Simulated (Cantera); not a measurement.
A closed system holds: 1 mol Si, a varied amount of N₂O, 670 mol H₂, equilibrated at 1927 °C and 100000 Pa.

Method: chemical equilibrium by Gibbs-energy minimisation in Cantera with the NASA 1993 tables (ideal gas, pure condensed phases). Candidate condensed phases: H₂O, Si, SiO₂, Si₂N₂O, Si₃N₄; 35 gas species. Gases not in the tables: Si₂H₆ and higher silanes. Rates play no part.

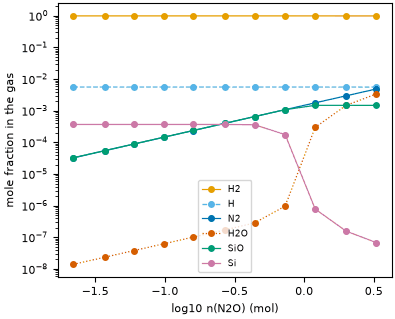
Equilibrium gas composition (values under 1e-9 drawn at 1e-9)

From 0.022 mol N₂O to 0.27 mol N₂O the condensed part is Si(l). From 0.44 mol N₂O to 3.3 mol N₂O nothing is condensed. The main Si-bearing gas is Si at 0.022 mol N₂O and SiO at 3.3 mol N₂O.
